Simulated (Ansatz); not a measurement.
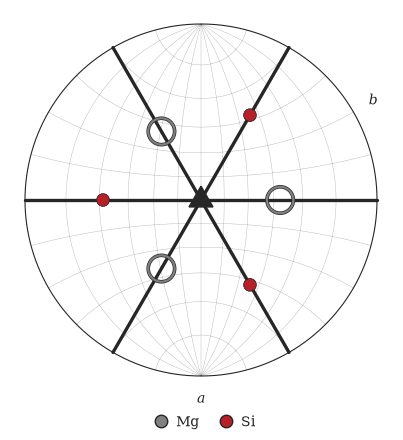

Crystal: MgSiC2, coordinates from a relaxation with Ansatz, DFT PBE, scalar-relativistic, plane waves, PAW; the starting structure was generated, so it need not be a known form of this composition. Directions from one carbon atom at (1/3, 2/3, 0.931) to its bonded neighbours, in stereographic projection down c (filled: above the plane of the page or in it, open: below). All values are computed from the atomic coordinates in the standard setting (tolerance 0.002 Å).

Neighbours are counted up to 2.65 Å for Mg, 2.17 Å for Si. The symmetry elements of the site are drawn in: heavy lines are mirror planes (a heavy rim: a mirror in the plane of the page); lens, triangle, square and hexagon are 2-, 3-, 4- and 6-fold axes, a lens in an open square is −4, a triangle in an open hexagon −6; thin dashed diameters join the ends of axes that lie in the page; a small open circle marks inversion.

```cif
data_structure
_symmetry_space_group_name_H-M 'P 1'
_symmetry_Int_Tables_number 1
_cell_length_a 2.9864
_cell_length_b 2.9864
_cell_length_c 15.5865
_cell_angle_alpha 90.000
_cell_angle_beta 90.000
_cell_angle_gamma 120.000
_cell_volume 120.38
loop_
_atom_site_label
_atom_site_type_symbol
_atom_site_fract_x
_atom_site_fract_y
_atom_site_fract_z
_atom_site_occupancy
Mg1 Mg 0.66667 0.33333 0.83333 1
Si1 Si 0.00000 0.00000 0.00000 1
C1 C 0.33333 0.66667 0.93143 1
C2 C 0.00000 0.00000 0.73524 1
Mg2 Mg 0.33333 0.66667 0.16667 1
Si2 Si 0.66667 0.33333 0.33333 1
C3 C 0.00000 0.00000 0.26476 1
C4 C 0.66667 0.33333 0.06857 1
Mg3 Mg 0.00000 0.00000 0.50000 1
Si3 Si 0.33333 0.66667 0.66667 1
C5 C 0.66667 0.33333 0.59810 1
C6 C 0.33333 0.66667 0.40190 1
```

> How many neighbours are there, and at what angles?

6: 3 Si at 2.03 Å, 3 Mg at 2.30 Å. Angles between bonds: 81° (3×), 92° (6×), 95° (3×), 170° (3×).

> What is the site's symmetry in the crystal?

Point group 3m (C3v), order 6: one threefold axis, three mirror planes. In R-3m, No. 166, hexagonal axes this is Wyckoff position 6c.
